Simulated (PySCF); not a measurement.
**NMR shielding calculation, with input and output: C6H7NS**

System: C6H7NS (2-(methylthio)pyridine), SMILES CSc1ccccn1.
Method: GIAO PBE0/pcSseg-1 NMR shielding, non-relativistic, gas phase (PySCF 2.14.0).

The geometry comes from this level: GFN2-xTB, NEB image 0 of 0 to 8. It belongs to a series of runs on one base structure; here: NEB image 0 of 0 to 8. Figures and captions count atoms from 1; the log counts them from 0 in places.

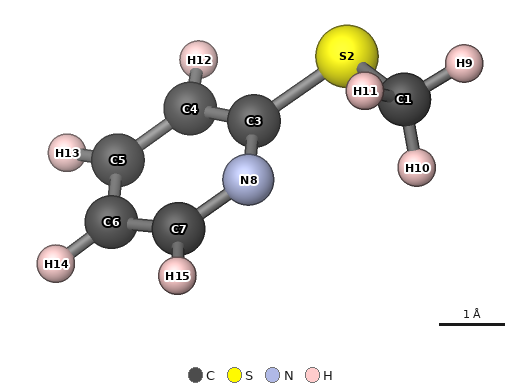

*The structure (ball-and-stick view, seen at a tilt; atoms are numbered from 1 in the order of the input).*

Bond lengths as drawn: C–C 1.38 to 1.40 Å, C–H 1.08 to 1.09 Å, C–N 1.32 Å and C–S 1.76 to 1.81 Å.

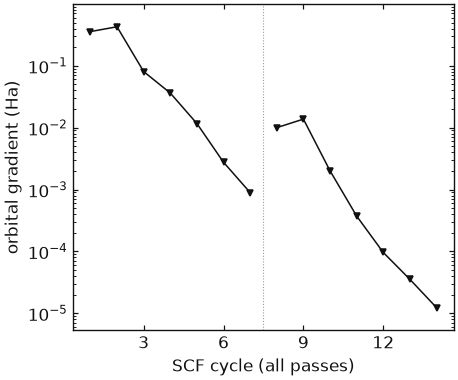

*Convergence of the self-consistent field: orbital gradient against the SCF cycle. The dotted line marks the change from a coarse to the final integration grid.*

The first 7 cycles use a coarse grid, the final grid takes over at cycle 8, and the field converges after 14 cycles in all.

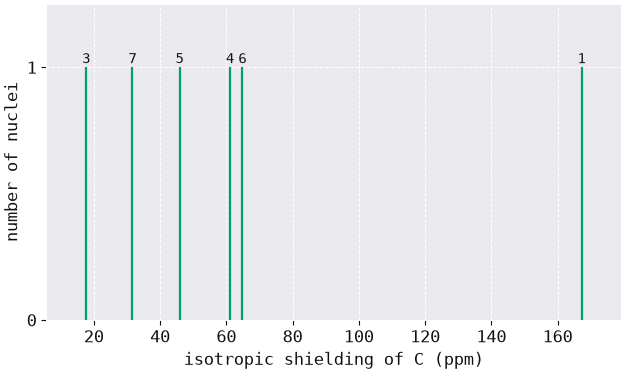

*Isotropic shieldings of the carbon nuclei in this fixed geometry, labelled by atom number; shielding grows to the right, so chemical shift grows to the left.*

The least shielded is C3 (17.7 ppm), the most shielded C1 (167.2 ppm).

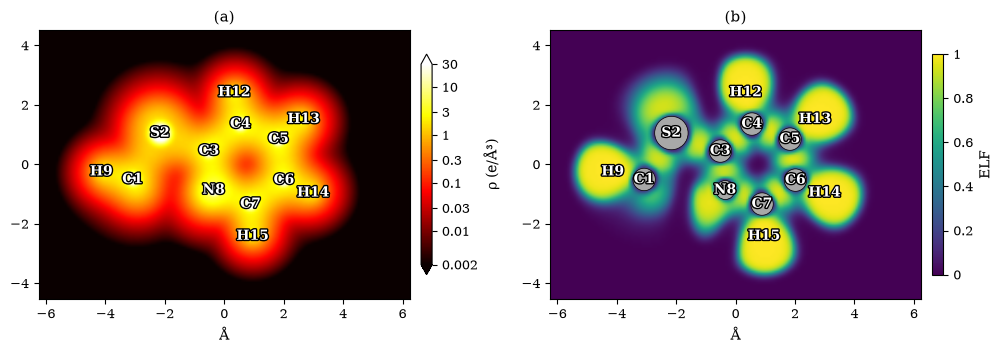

*(a) total electron density; (b) electron localisation function on the plane of atoms C5, C4 and H12. Grey discs, where drawn, cover atomic cores.*

Atoms in the plane: C, S, N and H. C–N (1.32 Å): ρ at the midpoint is about 2.5 e/Å³; the ELF peaks at about 0.90 between the atoms, as expected for localised, shared-pair bonding. C–S (1.76 Å): ρ is about 1.4 e/Å³ halfway; the ELF peaks at about 0.95 between the atoms, which marks a covalent bond.

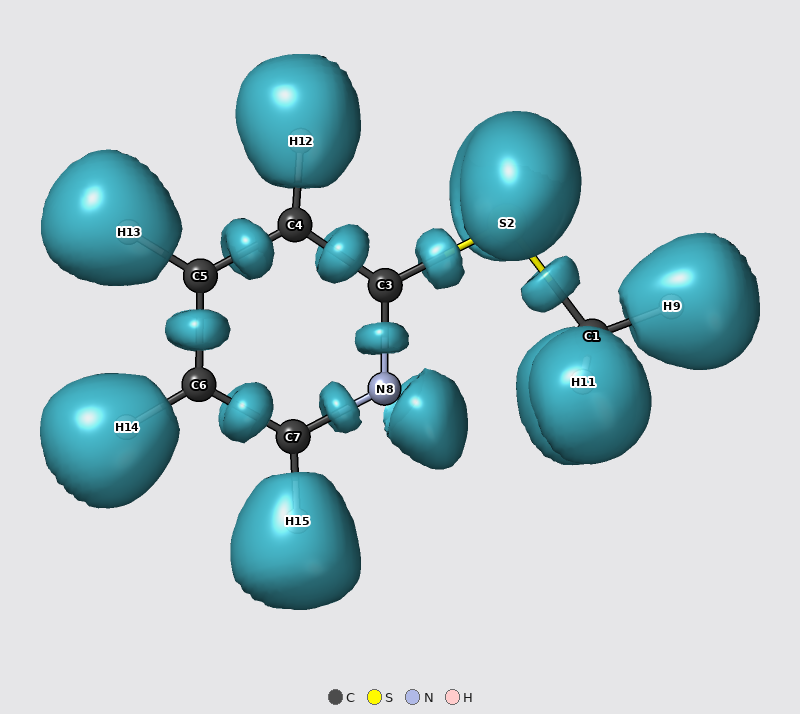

*Isosurface of the ELF at 0.8 (cyan), seen face on. Only the valence region is drawn (cores and ρ < 0.01 e/Å³ removed).*

Values along the shortest contacts: C–C (1.38 Å): the ELF peaks at about 0.95 between the atoms, which marks localised, shared-pair bonding.

The input that produced these results follows, with the program's output.

**The input**
```
{"job": {"kind": "nmr", "xc": "PBE0", "basis": "pcSseg-1", "pop": false}, "charge": 0, "multiplicity": 1}
C      2.851600    -0.314200     0.024700
S      1.873500     1.189100     0.282200
C      0.251900     0.539200     0.108100
C     -0.843500     1.394600     0.240700
C     -2.104200     0.854300     0.099600
C     -2.232300    -0.505700    -0.165200
C     -1.077700    -1.258500    -0.276900
N      0.138200    -0.753700    -0.144500
H      3.894000    -0.025600     0.111700
H      2.637700    -0.707900    -0.963500
H      2.584100    -1.041600     0.784100
H     -0.685500     2.441000     0.446300
H     -2.979600     1.480300     0.194100
H     -3.202000    -0.962500    -0.281000
H     -1.110400    -2.320700    -0.482200
```

The first line tells a small driver script what to run in PySCF; the rest is the geometry in Å.

Command:
```bash
OMP_NUM_THREADS=1 python <driver script> task.json out
```

**What the program printed**
```
coarse grid: 13544 points
cycle   1  E = -685.1756388277  dE =  1.355e+00  |g| = 3.569e-01  |ddm| = 3.806e+00
cycle   2  E = -685.1676421983  dE =  7.997e-03  |g| = 4.268e-01  |ddm| = 7.754e-01
cycle   3  E = -685.2076875005  dE = -4.005e-02  |g| = 8.063e-02  |ddm| = 4.065e-01
cycle   4  E = -685.2090017812  dE = -1.314e-03  |g| = 3.626e-02  |ddm| = 1.167e-01
cycle   5  E = -685.2093132853  dE = -3.115e-04  |g| = 1.166e-02  |ddm| = 4.621e-02
cycle   6  E = -685.2093487227  dE = -3.544e-05  |g| = 2.756e-03  |ddm| = 1.391e-02
cycle   7  E = -685.2093503887  dE = -1.666e-06  |g| = 8.917e-04  |ddm| = 3.079e-03
final grid: 127592 points
cycle   8  E = -685.2578691193  dE = -2.595e-05  |g| = 9.996e-03  |ddm| = 3.769e-02
cycle   9  E = -685.2578472183  dE =  2.190e-05  |g| = 1.373e-02  |ddm| = 2.395e-02
cycle  10  E = -685.2578934505  dE = -4.623e-05  |g| = 2.005e-03  |ddm| = 1.544e-02
cycle  11  E = -685.2578944123  dE = -9.618e-07  |g| = 3.720e-04  |ddm| = 2.220e-03
cycle  12  E = -685.2578944466  dE = -3.434e-08  |g| = 9.594e-05  |ddm| = 4.989e-04
cycle  13  E = -685.2578944487  dE = -2.040e-09  |g| = 3.530e-05  |ddm| = 1.333e-04
cycle  14  E = -685.2578944490  dE = -3.056e-10  |g| = 1.232e-05  |ddm| = 4.383e-05
converged SCF energy = -685.2578944490

GIAO shielding tensors (ppm)
atom      isotropic    diamagn.    paramagn.     s11        s22        s33       span
  0 C      167.216     249.670     -82.454    159.752    163.759    178.137     18.385
  1 S      458.120    1056.716    -598.596    262.092    380.433    731.836    469.744
  2 C       17.650     257.502    -239.852    -66.203     -9.482    128.636    194.839
  3 C       61.051     254.223    -193.172    -45.865     60.948    168.070    213.934
  4 C       45.852     251.931    -206.079    -67.458     25.064    179.950    247.408
  5 C       64.823     257.729    -192.906    -44.626     61.307    177.788    222.414
  6 C       31.644     249.519    -217.875    -76.983     27.749    144.166    221.149
  7 N      -68.301     333.071    -401.372   -348.299   -149.335    292.731    641.030
  8 H       29.707      27.650       2.057     24.694     27.044     37.383     12.690
  9 H       28.924      30.214      -1.290     24.056     26.409     36.308     12.252
 10 H       28.931      30.218      -1.286     24.065     26.411     36.318     12.252
 11 H       24.343      31.626      -7.283     20.382     23.095     29.552      9.170
 12 H       24.017      29.663      -5.646     20.874     24.308     26.870      5.995
 13 H       24.747      30.372      -5.625     22.150     24.674     27.416      5.267
 14 H       23.017      30.592      -7.574     18.676     23.492     26.884      8.208
```

**Key numbers**

| quantity | value |
| --- | --- |
| outcome | converged |
| total energy | −685.257894 hartree |
| HOMO | −6.29 eV |
| LUMO | −0.78 eV |
| dipole moment | 1.29 D |
| isotropic shielding, C | 17.7 to 167.2 ppm |
| isotropic shielding, S | 458.1 ppm |
| isotropic shielding, N | −68.3 ppm |
| isotropic shielding, H | 23.0 to 29.7 ppm |
| hardware | 1 CPU thread, shared host |
| wall time | 28 s |
| peak memory | 0.81 GiB |
